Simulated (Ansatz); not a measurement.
The starting structures come from a database of crystals and need not be the phases stable at ambient conditions.

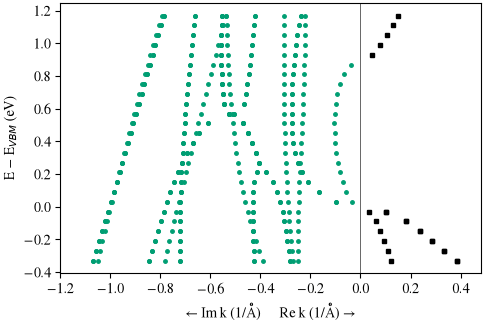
Figure: Complex bands at the centre of the two-dimensional zone; r2SCAN in Ansatz (a first-principles code)

The gap is the functional's own, uncorrected, and κ follows it; spin-orbit coupling is left out. Mid-gap values are interpolated between the computed energies.

Q: This is Sc2CdSe4 (Fd-3m, spinel, not sure to be the ambient phase, 14 atoms a cell, 25.7 Å³ an atom) along the normal of (111). Read off the slowest decay at the centre of the two-dimensional zone at 0.45 eV, the computed energy nearest the middle of the gap.

A: κ ≈ 0.10 1/Å, a decay length 1/(2κ) of the density of 4.8 Å.
